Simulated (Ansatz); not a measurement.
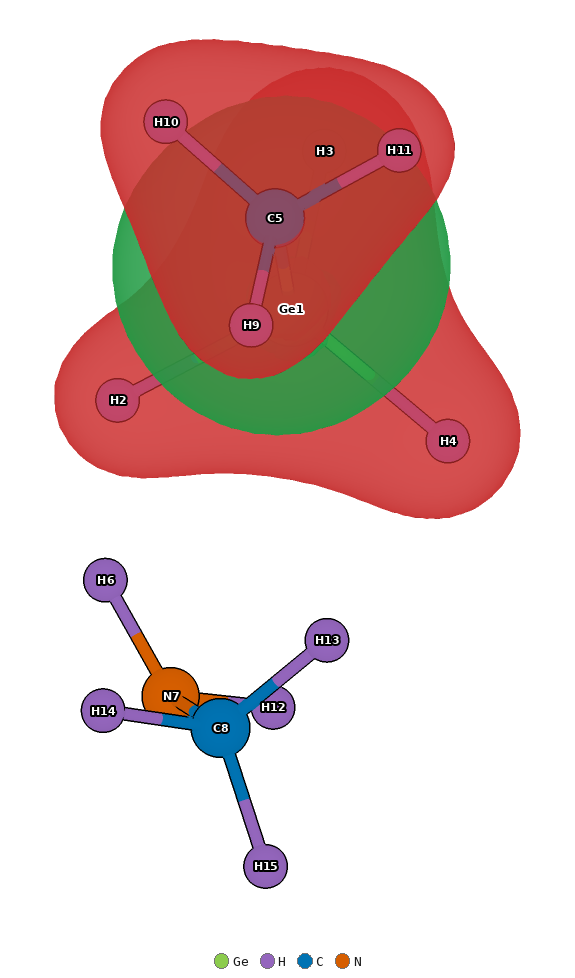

CH6Ge···CH5N. The HOMO−1 at ±0.1 Å⁻³ᐟ² (green and red are the two phases), seen at an oblique angle.

Not at a stationary point (largest force 0.7 eV/Å).

These are results of RHF/def2-SVP (Ansatz), not measurements.

Input file:

```
crystal:
  periodic: [false, false, false]
  atoms:
    - { symbol: Ge, position_ang: [-0.591, 0.0159, -1.1475] }
    - { symbol: H, position_ang: [1.1623, -0.9306, -1.2755] }
    - { symbol: H, position_ang: [-0.5675, -0.0024, -2.6693] }
    - { symbol: H, position_ang: [-1.4898, 1.2447, -0.8761] }
    - { symbol: C, position_ang: [-1.4448, -1.4988, -0.2129] }
    - { symbol: H, position_ang: [1.5111, -0.3508, -0.5647] }
    - { symbol: "N", position_ang: [1.1048, 0.7521, 0.0981] }
    - { symbol: C, position_ang: [0.9444, 1.0833, 1.5009] }
    - { symbol: H, position_ang: [-1.6248, -1.2289, 0.8251] }
    - { symbol: H, position_ang: [-0.8327, -2.3944, -0.2384] }
    - { symbol: H, position_ang: [-2.4017, -1.7181, -0.6748] }
    - { symbol: H, position_ang: [1.52, 1.5512, -0.3764] }
    - { symbol: H, position_ang: [0.2602, 1.9248, 1.6462] }
    - { symbol: H, position_ang: [0.5409, 0.2133, 2.0154] }
    - { symbol: H, position_ang: [1.9085, 1.3388, 1.95] }
basis:
  gaussian: { orbitals: def2-SVP }
hamiltonian:
  xc: hf
relax:
  f_tol: 0.15
  max_steps: 25
  restrain:
    - { distance: [0, 6], at: 3.21, k: 30.0 }
    - { distance: [5, 1], at: 1.92, k: 30.0 }
    - { distance: [0, 1], at: 1.51, k: 30.0 }
    - { distance: [5, 6], at: 1.02, k: 30.0 }
output:
  orbitals: {}
```

Launched as:

```sh
ansatz run input.yaml --threads 2 --pin off --max-ram 3072MiB --backend cpu --events-out ev --progress --plain --runs-dir out
```

The fields are those of the run's last geometry, not of the input's.

Describe this orbital and give its energy.

Its weight (Hirshfeld) is mainly on C5 (about 40 %) and Ge1 (about 30 %). Its energy is −12.08 eV.
